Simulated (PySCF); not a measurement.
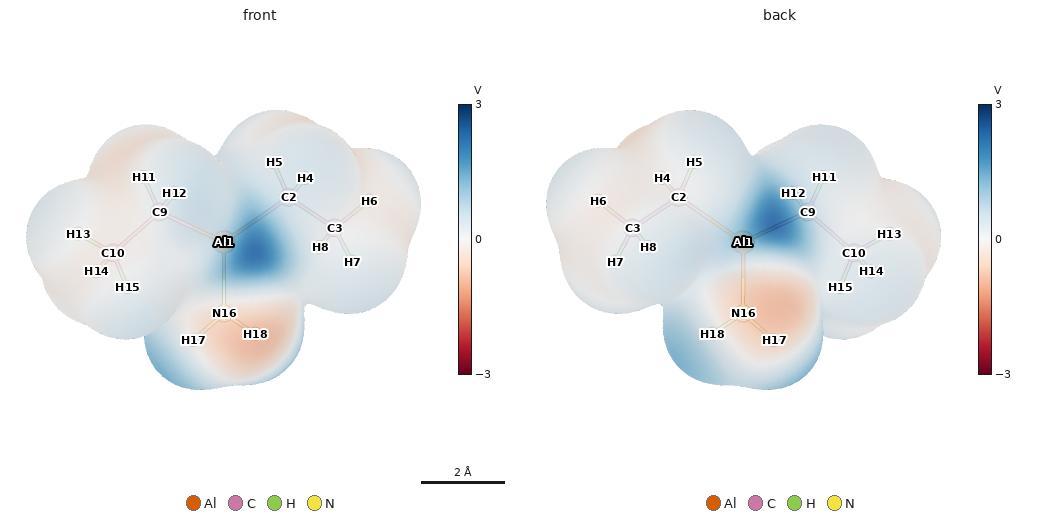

Figure 1: C$_{4}$H$_{12}$AlN (SMILES C[CH2][Al]([NH2])[CH2]C). The electrostatic potential painted on the density surface at 0.002 e/bohr³, seen from the front and from behind; the colour scale runs from red (negative) to blue (positive).

Geometry: PBE0-D3(BJ)/def2-SVP.

Theory: PySCF 2.14.0, PBE0/pcSseg-1 Al:pcSseg-2, SCF density, gas phase, non-relativistic.

The calculation's input:

```
{"job": {"kind": "nmr", "xc": "PBE0", "basis": {"default": "pcSseg-1", "Al": "pcSseg-2"}}, "charge": 0, "multiplicity": 1}
Al    -0.022410    -0.027505     0.009502
C      1.841484    -0.057379     0.642008
C      2.396673    -1.425242     1.039056
H      1.922382     0.648489     1.490482
H      2.470347     0.396319    -0.147523
H      3.449390    -1.378494     1.365520
H      1.824812    -1.873146     1.868472
H      2.353437    -2.143520     0.203689
C     -0.949901     1.607502    -0.574236
C     -2.392722     1.430294    -1.047904
H     -0.342094     2.083084    -1.367150
H     -0.910009     2.330548     0.262907
H     -2.855487     2.379858    -1.366142
H     -2.460462     0.739776    -1.904737
H     -3.034582     1.012833    -0.254622
N     -0.918262    -1.565543    -0.037866
H     -1.877715    -1.673302    -0.348203
H     -0.551231    -2.467655     0.244467
```

Launched as:

```sh
OMP_NUM_THREADS=1 python probes_run.py task.json out
```

**Which sites attract a positive test charge, and which a negative one?**

A positive charge is drawn to the negative regions and a negative charge to the positive ones. The most negative region (about −0.9 V) lies over N16, the most positive (about +2.2 V) over Al1.
